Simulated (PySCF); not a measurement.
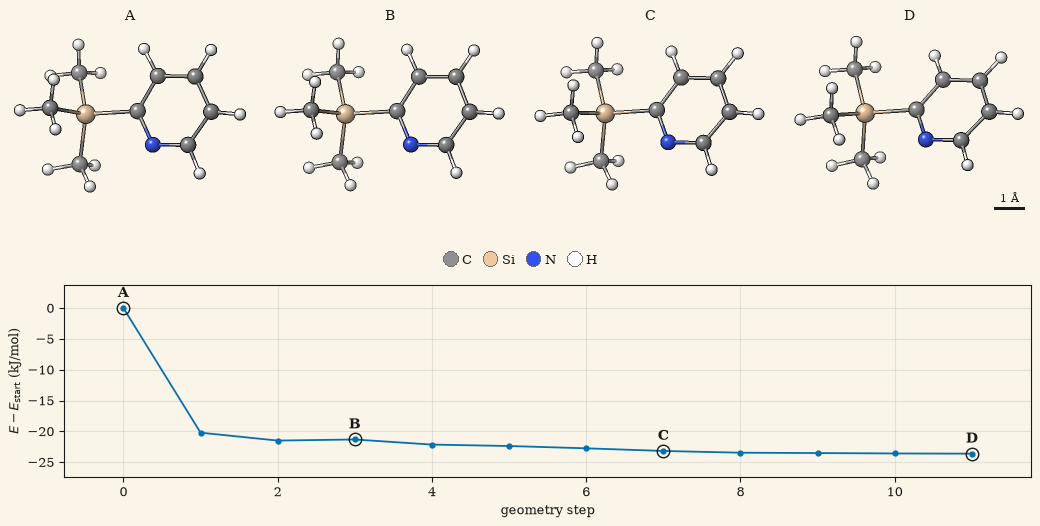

Frames of a relaxation of C₈H₁₃NSi, marked on the history of the run. The picture is a ball-and-stick view, seen at a tilt.

The start comes from GFN2-xTB. Its atoms were then displaced at random by about 0.01 Å.

All numbers below come from PBE0-D3(BJ)/def2-SVP geometry optimisation, gas phase in PySCF. 

Describe the path.

Answer. The energy falls by 23.6 kJ/mol in 11 geometry steps. The atom that moves furthest after the best rigid fit is an H atom (1.01 Å). By element the largest moves are H 1.01 Å, C 0.55 Å, N 0.54 Å, Si 0.05 Å. Some distances before and after: C–H 1.055 → 1.101 Å, C–H 1.132 → 1.102 Å, C–Si 1.911 → 1.883 Å, C–N 1.326 → 1.346 Å. Bond angles that change, for instance: H–C–H 105.1° → 107.9°, Si–C–H 111.7° → 109.1°, H–C–H 105.5° → 107.6°. Groups turn about C–Si by about 35°. From step 0 to 3: an H atom moves most (0.33 Å), energy −21.3 kJ/mol. From step 3 to 7: an H atom moves most (0.32 Å), energy −1.86 kJ/mol. From step 7 to 11: an H atom moves most (0.37 Å), energy −0.44 kJ/mol.

```csv
step,"E − E(0), kJ/mol"
0,0.00
1,-20.22
2,-21.50
3,-21.32
4,-22.15
5,-22.38
6,-22.75
7,-23.18
8,-23.47
9,-23.52
10,-23.59
11,-23.62
```
